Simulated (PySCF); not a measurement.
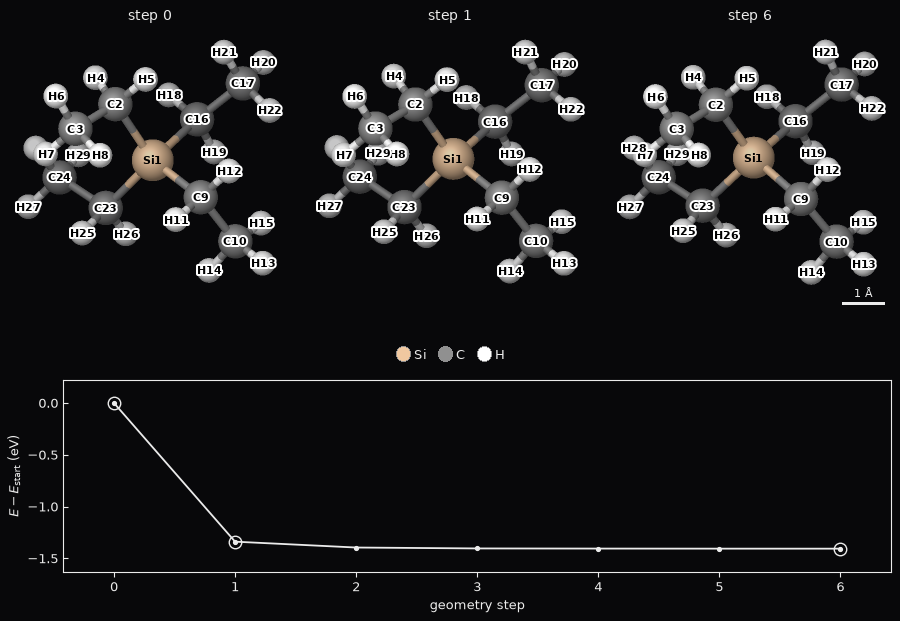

Frames of a relaxation of C8H20Si, marked on the history of the run. Style: ball-and-stick. Shown from a free direction.

The start comes from GFN2-xTB. Its atoms were then displaced at random by about 0.03 Å.

The calculation used PBE0-D3(BJ)/def2-SVP geometry optimisation, gas phase in PySCF. 

Q: What happens along the run?

A: After 6 geometry steps the energy has fallen by 1.406 eV. H4 moves most after the best rigid fit: 0.12 Å. Largest moves by element: H 0.12 Å, Si 0.10 Å, C 0.10 Å. Some distances before and after: Si1–C16 2.042 → 1.894 Å, C2–H4 0.986 → 1.104 Å, C23–H25 1.180 → 1.105 Å, C23–H26 1.032 → 1.105 Å. Bond angles that change, for instance: H20–C17–H22 115.9° → 107.1°, Si1–C2–H4 114.3° → 107.9°, H25–C23–H26 111.2° → 105.3°. Cost: 72 s on 2 threads of AMD EPYC 9R45 96-Core Processor, on a shared host. From step 0 to 1: H4 moves most (0.14 Å), energy −1.338 eV. From step 1 to 6: H28 moves most (0.09 Å), energy −0.068 eV.
